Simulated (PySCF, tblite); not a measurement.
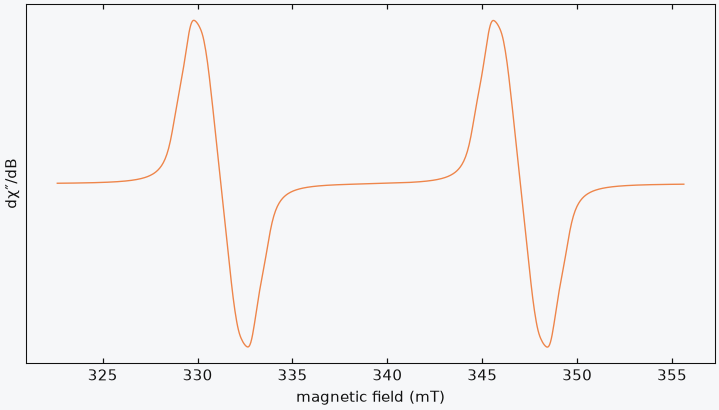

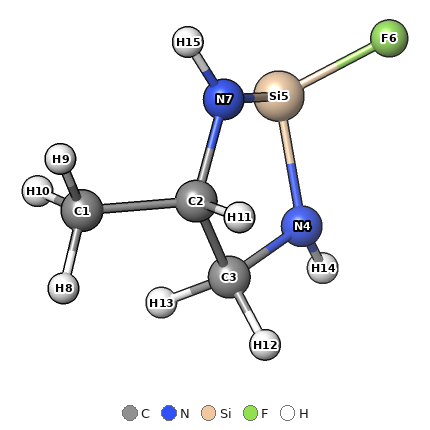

First-order isotropic EPR spectrum (fast tumbling, first derivative) of C₃H₈FN₂Si, SMILES C[C@H]1CN[Si](F)N1, doublet at 9.50 GHz, Lorentzian lines of 0.79 mT full width at half height, from computed g and hyperfine couplings (B3LYP/pcH-1, PySCF, at a GFN2-xTB geometry (a minimum by its frequencies), gas phase); values of one conformer, averaged over methyl-type rotors alone; other conformers aren't averaged in; no vibrational averaging; dilute isotopes left out. The SMILES is one Lewis form and needn't show where the spin sits.

> Which couplings does the calculation give? The spectrum shows the sizes of those above the line width, not their signs.

```tsv
nuclei	isotope	a (mT)	a (MHz)
F6	¹⁹F	15.78	442.2
N7	¹⁴N	0.82	23.0
H11	¹H	0.71	19.9
N4	¹⁴N	0.54	15.1
H12	¹H	0.53	14.7
H15	¹H	−0.30	−8.3
H14	¹H	−0.29	−8.2
H13	¹H	0.07	2.0
```

> What is the g value, and how wide is the spectrum?

g_iso = 2.0015, which centres the spectrum at 339.1 mT; it spans 20.4 mT.

Caveats: the tight-binding geometry is rougher than a DFT one and adds to the error.
